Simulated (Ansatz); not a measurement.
The starting structures come from a database of crystals and need not be the phases stable at ambient conditions.

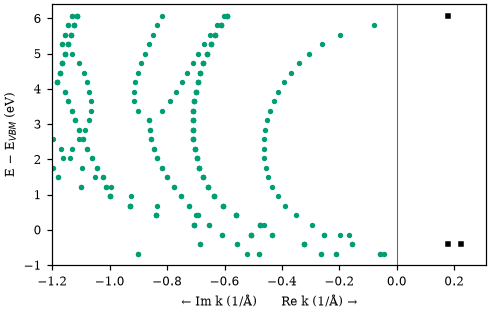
*Complex bands at the centre of the two-dimensional zone; PBEsol in Ansatz (a first-principles code)*

The gap is the functional's own, uncorrected, and κ follows it; spin-orbit coupling is left out. Mid-gap values are interpolated between the computed energies.

Problem. This is Cs₂NaGaF₆ (R-3m, not sure to be the ambient phase, 20 atoms a cell, 17.9 Å³ an atom, -3 GPa at this level) along the normal of (001). Read off the slowest decay at the centre of the two-dimensional zone at 2.83 eV, the computed energy nearest the middle of the gap.

Solution. κ ≈ 0.46 1/Å, a decay length 1/(2κ) of the density of 1.1 Å.
